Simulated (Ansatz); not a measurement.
# SiS (SMILES [Si-]#[S+]) at revPBE/cc-pVTZ

Aim: the vertical ionisation energy of SiS at revPBE/cc-pVTZ, from 2 runs. 

Program for the calculation: Ansatz 0.2.0.

43 further runs of the same task are left out: 43 set aside as unsound or not needed.

## Step 1: The system as given

SiS has 2 atoms, charge 0, and is taken as a singlet. SMILES: `[Si-]#[S+]`. The bond length is the measured one.

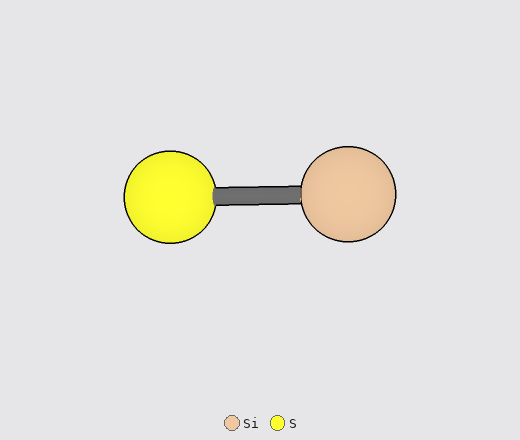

Viewed from a chosen angle; silicon light orange, sulfur yellow.

## Step 2: The energy at revPBE/cc-pVTZ

File input.yaml:

```yaml
crystal:
  periodic: [false, false, false]
  atoms:
    - symbol: Si
      position_ang: [0.000000, 0.000000, 0.000000]
    - symbol: S
      position_ang: [0.000000, 0.000000, 1.929321]
basis:
  gaussian:
    orbitals: cc-pVTZ
hamiltonian:
  xc: {name: revPBE}
accuracy: high
output: {orbitals: {seedname: orbitals}}
```

Launch:

```bash
$ ansatz run input.yaml --threads 1 --pin off --max-ram 3480MiB --events-out events.jsonl --progress --plain --runs-dir runs
```

Standard output:

```text
Warning: RAYON_NUM_THREADS=1 ignored (pool sized by the plan → 1); use --threads N
Functional definition: revPBE
  name "revPBE"
  parameter kappa = 1.245
  parameter beta = 0.06672455060314922
  exchange = pbe_x(kappa = kappa, mu = beta*pi^2/3)
  correlation = pbe_c(beta = beta)
939 factors; integrals over basis functions are off by at most 3.3e-9 eV
mean field evaluation 1: about -18708.4111 eV, gradient 2.4e1 eV
mean field evaluation 2: about -18685.6153 eV, gradient 8.1e1 eV
mean field evaluation 4: about -18710.2637 eV, gradient 5.1e0 eV
mean field evaluation 8: about -18710.3418 eV, gradient 2.2e-2 eV
mean field evaluation 16: about -18710.3418 eV, gradient 6.6e-7 eV
mean field -18710.34181346 eV, -687.5923793194 hartree, gradient 9.7e-9 eV, S^2 0.000000; 0 other end points of the search recorded, 0 dependent functions left out
reference -18710.34181589 eV, -687.5923794087 hartree; 15, 15 occupied and 53, 53 virtual orbitals, 939 factors
Total energy: -18710.34181589 eV, -687.5923794087 hartree
```

Run time: 2.2 s. Hardware: 1 thread of Arm Neoverse V1, shared host; peak memory 0.12 GiB.

## Step 3: The doublet cation at the same level

File input.yaml:

```yaml
crystal:
  periodic: [false, false, false]
  atoms:
    - {symbol: Si, position_ang: [0.000000, 0.000000, 0.000000]}
    - {symbol: S, position_ang: [0.000000, 0.000000, 1.929321]}
basis:
  gaussian:
    orbitals: cc-pVTZ
total_charge: 1
magnetization:
  spin_polarized: true
  initial_magnetization: 1
hamiltonian:
  xc: {name: revPBE}
accuracy: high
output:
  orbitals: {seedname: orbitals}
```

Launch:

```bash
$ ansatz run input.yaml --threads 1 --pin off --max-ram 3480MiB --events-out events.jsonl --progress --plain --runs-dir runs
```

Standard output, cut to the lines that bear on the results:

```text
Warning: RAYON_NUM_THREADS=1 ignored (pool sized by the plan → 1); use --threads N
[... 6 set-up lines as earlier in the session ...]
939 factors; integrals over basis functions are off by at most 3.3e-9 eV
mean field evaluation 1: about -18690.7132 eV, gradient 3.7e1 eV
mean field evaluation 2: about -18597.0547 eV, gradient 9.9e1 eV
mean field evaluation 4: about -18697.2556 eV, gradient 2.0e1 eV
mean field evaluation 8: about -18700.1161 eV, gradient 1.5e-1 eV
mean field evaluation 16: about -18700.1127 eV, gradient 7.9e-4 eV
mean field evaluation 32: about -18699.7398 eV, gradient 4.9e-4 eV
mean field -18700.11268494 eV, -687.2164657799 hartree, gradient 3.4e-8 eV, S^2 0.756801; 4 other end points of the search recorded, 0 dependent functions left out
reference -18700.11268769 eV, -687.2164658809 hartree; 15, 14 occupied and 53, 54 virtual orbitals, 939 factors
Total energy: -18700.11268769 eV, -687.2164658809 hartree
```

It took 7.2 s on 1 thread of Arm Neoverse V1, shared host; peak memory 0.15 GiB.

## Step 4: Outcome

Level: revPBE/cc-pVTZ.

```
                                          quantity          value
                         singlet SiS: total energy  -687.59238 Eh
                          singlet SiS: HOMO energy       -6.87 eV
                          singlet SiS: LUMO energy       -3.04 eV
                        singlet SiS: HOMO–LUMO gap        3.83 eV
                      doublet cation: total energy  -687.21647 Eh
doublet cation: HOMO energy (highest over α and β)      -14.08 eV
 doublet cation: LUMO energy (lowest over α and β)      -13.54 eV
                              doublet cation: ⟨S²⟩          0.757
vertical ionisation energy (to the doublet cation)      10.229 eV
```

The vertical ionisation energy comes to 10.23 eV (987 kJ/mol). −ε(HOMO) before ionisation, 6.87 eV, is 3.36 eV below this ionisation energy.
